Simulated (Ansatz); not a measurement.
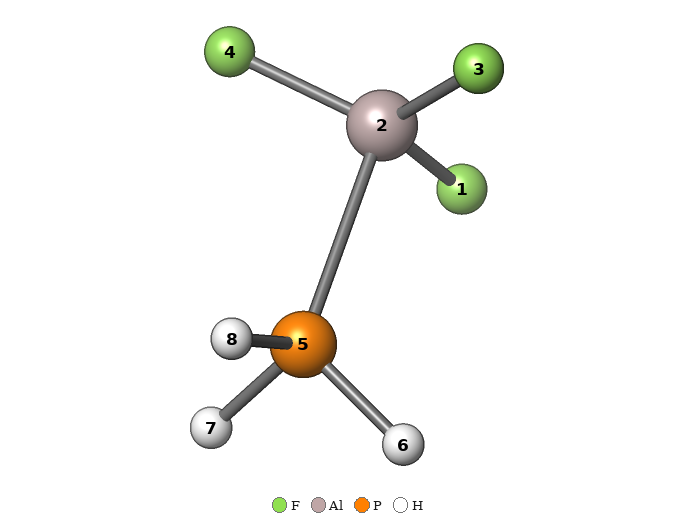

The atoms are numbered. Computed geometry: PBE-D4/def2-SVP optimisation. No frequency run is at hand to confirm it as a minimum.

Q: Describe the coordination of atom 5.

A: P5 has 4 neighbours (Al2 at 2.50, H6 at 1.43, H7 at 1.43, H8 at 1.43 Å); the arrangement is tetrahedral.

Q: Describe the coordination of atom 2.

A: Al2 has 4 neighbours (F1 at 1.68, F3 at 1.68, F4 at 1.68, P5 at 2.50 Å); the arrangement is tetrahedral.
